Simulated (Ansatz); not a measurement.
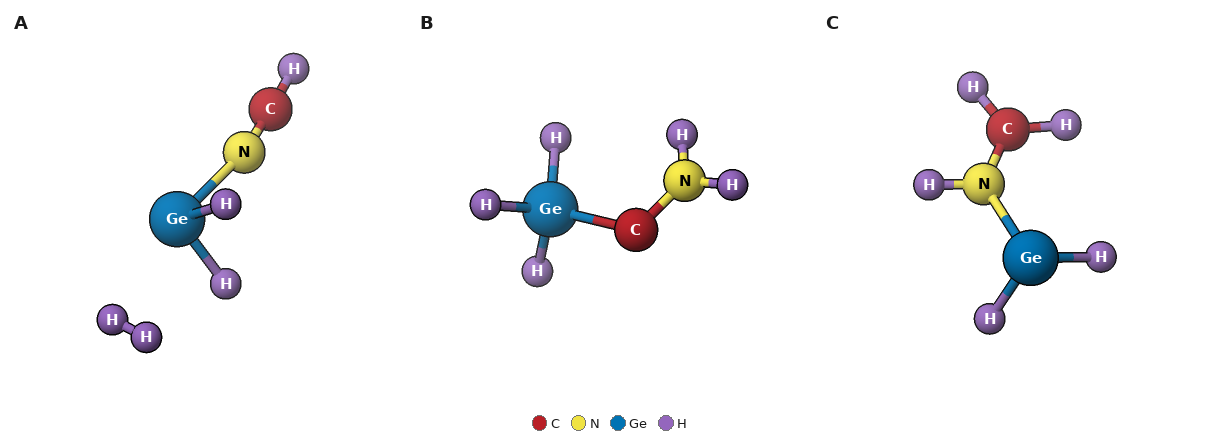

3 stationary structures of one formula. Geometries: PBE-D4/def2-SVP. Electronic energies: PBE-D4/def2-SVP (Ansatz 0.2.0), without zero-point energy. No frequency run is at hand to confirm each as a minimum. Each is one conformer, not always the lowest.

Which structure is the most stable?

C is lowest (C1); B lies 130.7 kJ/mol above it (Cs), A lies 147.4 kJ/mol above it (Cs).
